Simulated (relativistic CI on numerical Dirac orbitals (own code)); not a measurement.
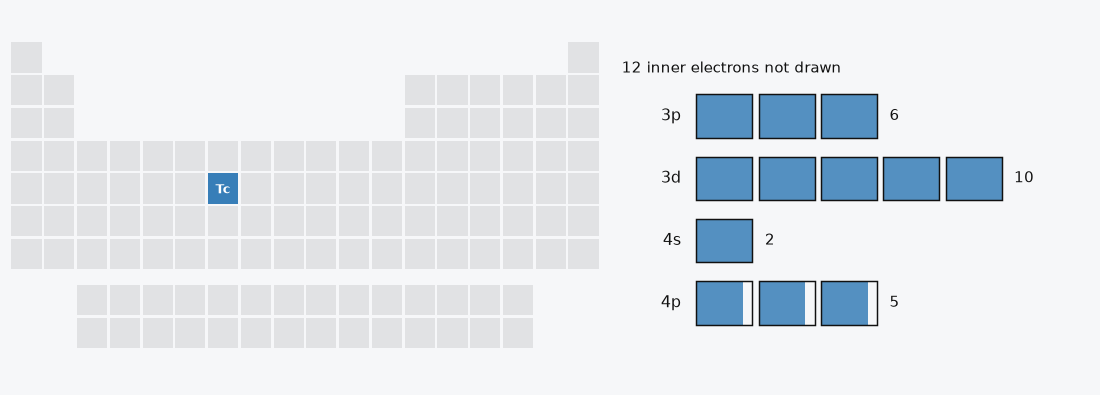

**Figure 1.** Left, the place of technetium in the periodic table; right, the outer shells of the leading configuration of the lowest level: a box for each of the 2l + 1 orbitals, shaded by the share of the shell that is filled, with the electron count at the right.

## Relativistic CI calculation, with input and output: Tc⁸⁺

- system: Tc⁸⁺.
- method: Dirac-Coulomb-Breit CI, KLI orbitals optimised for each configuration, model QED (radiative potential, 1s self-energy scaled to tabulated hydrogen-like ionisation energies) (relativistic CI on numerical Dirac orbitals, in-house)

### Summary

- outcome: converged
- lowest level: 4s² 4p⁵ ²P°₃/₂
- first excited level: 4s² 4p⁵ ²P°₁/₂, 27,692 cm⁻¹
- ionisation energy: 169.315 eV
- levels computed: 2211
- SCF iterations: 134
- hardware: 1 thread of Intel Xeon (Granite Rapids), 192 GiB of memory available, shared host
- wall time: 1.4 s

### Remarks

Limits: configurations can be misplaced by up to about 7 % of their energy; only a limited list of configurations is included, so lower levels can be missing; only lines among the lowest 200 of 2211 levels are drawn, so those from 4s 4p⁴ 4d² are incomplete.

### Input
```
atom Tc  Z=43  charge=8  electrons=35
nucleus A=97  rms_radius_fm=4.4112
hamiltonian dirac-coulomb  breit=on  qed=on  c_scale=1
orbitals kli  potential=per-configuration
slater_scale 1
correlation none
mixing on
configurations
  [Ar] 3d10 4s2 4p5
  [Ar] 3d10 4s 4p6
  [Ar] 3d10 4s2 4p4 4d
  [Ar] 3d10 4s 4p5 4d
  [Ar] 3d10 4s2 4p4 4f
  [Ar] 3d10 4s 4p5 4f
  [Ar] 3d10 4s2 4p4 5s
  [Ar] 3d10 4p6 4d
  [Ar] 3d10 4s2 4p4 5p
  [Ar] 3d10 4s 4p4 4d2
  [Ar] 3d10 4s2 4p3 4d 5p
  [Ar] 3d10 4p6 5s
  [Ar] 3d10 4p5 4d2
  [Ar] 3d10 4p4 4d3
  [Ar] 3d10 4p4 4d2 4f
  [Ar] 3d10 4p4 4d2 5s
end
```

Launched within a batch (the task file carries these settings):
```bash
python <driver script> task.json out
```

The program writes its results to a structured record and prints no log; tables and figures of this report are taken from that record.

### The lowest 45 levels

| Configuration | Level | E (cm⁻¹) | LS purity (%) | Landé g | Lifetime (s; – stable or not computed) |
| --- | --- | --- | --- | --- | --- |
| 4s² 4p⁵ | ²P°₃/₂ | 0 | 99 | 1.333 | – |
| 4s² 4p⁵ | ²P°₁/₂ | 27,690 | 99 | 0.665 | 2.6×10⁻³ |
| 4s 4p⁶ | ²S₁/₂ | 240,300 | 78 | 2.002 | 3.1×10⁻¹⁰ |
| 4s² 4p⁴ 4d | ⁴D₅/₂ | 328,100 | 84 | 1.350 | 2.8×10⁻⁸ |
| 4s² 4p⁴ 4d | ⁴D₇/₂ | 329,600 | 87 | 1.402 | – |
| 4s² 4p⁴ 4d | ⁴D₃/₂ | 329,600 | 79 | 1.195 | 4.2×10⁻⁸ |
| 4s² 4p⁴ 4d | ⁴D₁/₂ | 332,900 | 73 | 0.269 | 3.5×10⁻⁸ |
| 4s² 4p⁴ 4d | ⁴F₉/₂ | 347,100 | 86 | 1.306 | 9.2×10⁻² |
| 4s² 4p⁴ 4d | [(4p₃/₂)² 4d₃/₂] J = 7/2 | 353,500 | 52 | 1.158 | 9.0×10⁻² |
| 4s² 4p⁴ 4d | ²P₁/₂ | 355,100 | 73 | 0.541 | 1.6×10⁻⁸ |
| 4s² 4p⁴ 4d | [(4p₃/₂)² 4d₃/₂] J = 3/2 | 361,100 | 31 | 1.083 | 1.8×10⁻⁹ |
| 4s² 4p⁴ 4d | ⁴P₁/₂ | 361,500 | 90 | 2.511 | 4.1×10⁻¹⁰ |
| 4s² 4p⁴ 4d | ⁴F₅/₂ | 363,800 | 89 | 1.042 | 1.7×10⁻⁹ |
| 4s² 4p⁴ 4d | [4p₁/₂ (4p₃/₂)³ 4d₃/₂] J = 3/2 | 365,400 | 36 | 0.989 | 4.4×10⁻⁹ |
| 4s² 4p⁴ 4d | J = 3/2 (even, mixed) | 367,700 | 42 | 0.847 | 7.2×10⁻¹⁰ |
| 4s² 4p⁴ 4d | [4p₁/₂ (4p₃/₂)³ 4d₅/₂] J = 7/2 | 371,600 | 44 | 1.166 | 4.0×10⁻³ |
| 4s² 4p⁴ 4d | ⁴P₅/₂ | 373,100 | 72 | 1.464 | 2.9×10⁻⁹ |
| 4s² 4p⁴ 4d | [4p₁/₂ (4p₃/₂)³ 4d₅/₂] J = 3/2 | 376,300 | 41 | 1.359 | 1.4×10⁻⁸ |
| 4s² 4p⁴ 4d | ²D₅/₂ | 381,400 | 64 | 1.228 | 2.7×10⁻⁹ |
| 4s² 4p⁴ 4d | [4p₁/₂ (4p₃/₂)³ 4d₃/₂] J = 7/2 | 385,700 | 67 | 0.975 | 4.0×10⁻³ |
| 4s² 4p⁴ 4d | ²G₉/₂ | 387,500 | 87 | 1.138 | 3.4×10⁻³ |
| 4s² 4p⁴ 4d | ²F₅/₂ | 388,000 | 82 | 0.928 | 4.1×10⁻⁹ |
| 4s² 4p⁴ 4d | ²F₅/₂ | 403,800 | 82 | 0.915 | 1.0×10⁻⁹ |
| 4s² 4p⁴ 4d | ²F₇/₂ | 410,900 | 93 | 1.140 | 1.9×10⁻³ |
| 4s² 4p⁴ 4d | ²D₃/₂ | 433,500 | 87 | 0.803 | 1.4×10⁻¹⁰ |
| 4s² 4p⁴ 4d | ²D₅/₂ | 445,200 | 82 | 1.188 | 1.4×10⁻⁸ |
| 4s² 4p⁴ 4d | ²S₁/₂ | 454,100 | 75 | 1.980 | 4.0×10⁻¹² |
| 4s² 4p⁴ 4d | ²P₃/₂ | 479,800 | 85 | 1.262 | 3.4×10⁻¹² |
| 4s² 4p⁴ 4d | ²D₅/₂ | 483,300 | 97 | 1.197 | 3.0×10⁻¹² |
| 4s² 4p⁴ 4d | ²P₁/₂ | 491,600 | 97 | 0.698 | 3.6×10⁻¹² |
| 4s² 4p⁴ 4d | ²D₃/₂ | 508,700 | 86 | 0.859 | 3.1×10⁻¹² |
| 4s² 4p⁴ 5s | ⁴P₅/₂ | 607,200 | 89 | 1.561 | 3.3×10⁻¹⁰ |
| 4s 4p⁵ 4d | ⁴P°₁/₂ | 607,500 | 98 | 2.626 | 5.1×10⁻¹¹ |
| 4s 4p⁵ 4d | ⁴F°₉/₂ | 608,500 | 89 | 1.333 | 1.3×10⁻¹⁰ |
| 4s 4p⁵ 4d | ⁴P°₃/₂ | 611,400 | 92 | 1.682 | 5.1×10⁻¹¹ |
| 4s 4p⁵ 4d | ⁴F°₇/₂ | 611,700 | 81 | 1.246 | 1.3×10⁻¹⁰ |
| 4s² 4p⁴ 5s | [(4p₃/₂)² 5s] J = 3/2 | 614,300 | 56 | 1.385 | 1.9×10⁻¹¹ |
| 4s 4p⁵ 4d | ⁴F°₅/₂ | 615,300 | 60 | 1.158 | 1.0×10⁻¹⁰ |
| 4s 4p⁵ 4d | ⁴P°₅/₂ | 620,000 | 72 | 1.459 | 5.5×10⁻¹¹ |
| 4s 4p⁵ 4d | ⁴F°₃/₂ | 621,500 | 76 | 0.493 | 1.2×10⁻¹⁰ |
| 4s² 4p⁴ 5s | ⁴P₁/₂ | 626,600 | 75 | 2.463 | 1.1×10⁻¹⁰ |
| 4s² 4p⁴ 5s | [4p₁/₂ (4p₃/₂)³ 5s] J = 3/2 | 633,400 | 68 | 1.599 | 4.1×10⁻¹¹ |
| 4s² 4p⁴ 5s | ²P₁/₂ | 639,600 | 85 | 0.920 | 1.4×10⁻¹¹ |
| 4s 4p⁵ 4d | ⁴D°₇/₂ | 640,600 | 81 | 1.398 | 6.7×10⁻¹¹ |
| 4s 4p⁵ 4d | ⁴D°₁/₂ | 642,300 | 85 | 0.061 | 7.7×10⁻¹¹ |

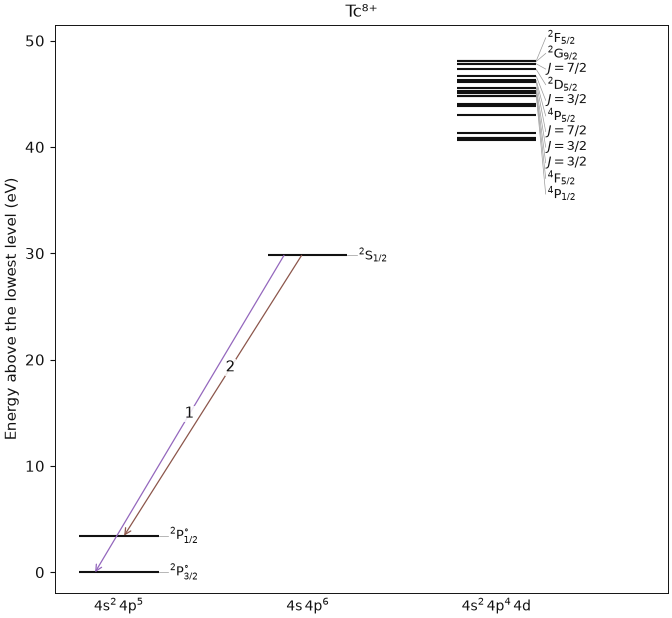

**Figure 2.** Levels of Tc⁸⁺ (technetium, Z = 43) with 2 numbered transitions. Rates are at computed energies, in the length gauge.

```
No.         Upper           Lower  Type  λ (vacuum)  A (s⁻¹)
  1  4s 4p⁶ ²S₁/₂  4s² 4p⁵ ²P°₃/₂    E1    41.61 nm  2.3×10⁹
  2  4s 4p⁶ ²S₁/₂  4s² 4p⁵ ²P°₁/₂    E1    47.02 nm  8.8×10⁸
```

Line 1 has the largest rate; it falls in the extreme ultraviolet region.

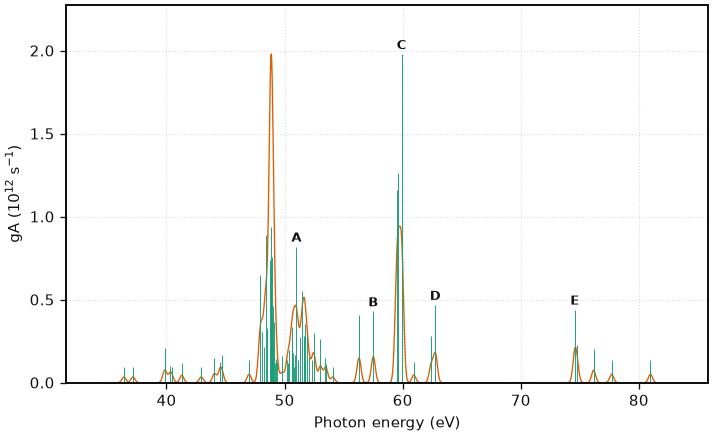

**Figure 3.** The stronger electric dipole lines (weighted rates gA) for Tc IX (Tc⁸⁺). The envelope is a Gaussian of full width 0.4 eV, scaled to the tallest stick. A: 4s² 4p⁴ 4f [(4p₃/₂)² 4f₇/₂] J = 9/2 → 4s² 4p⁴ 4d ⁴D₇/₂, 51.00 eV, gA = 8.2×10¹¹ s⁻¹; B: 4s² 4p⁴ 4d ²P₁/₂ → 4s² 4p⁵ ²P°₁/₂, 57.51 eV, gA = 4.3×10¹¹ s⁻¹; C: 4s² 4p⁴ 4d ²D₅/₂ → 4s² 4p⁵ ²P°₃/₂, 59.92 eV, gA = 2.0×10¹² s⁻¹; D: 4s² 4p⁴ 4f J = 3/2 (odd, mixed, level 79) → 4s 4p⁶ ²S₁/₂, 62.77 eV, gA = 4.7×10¹¹ s⁻¹; E: 4s 4p⁵ 4d ²P°₃/₂ → 4s 4p⁶ ²S₁/₂, 74.58 eV, gA = 4.4×10¹¹ s⁻¹. The strongest, C, lies in the extreme ultraviolet region.
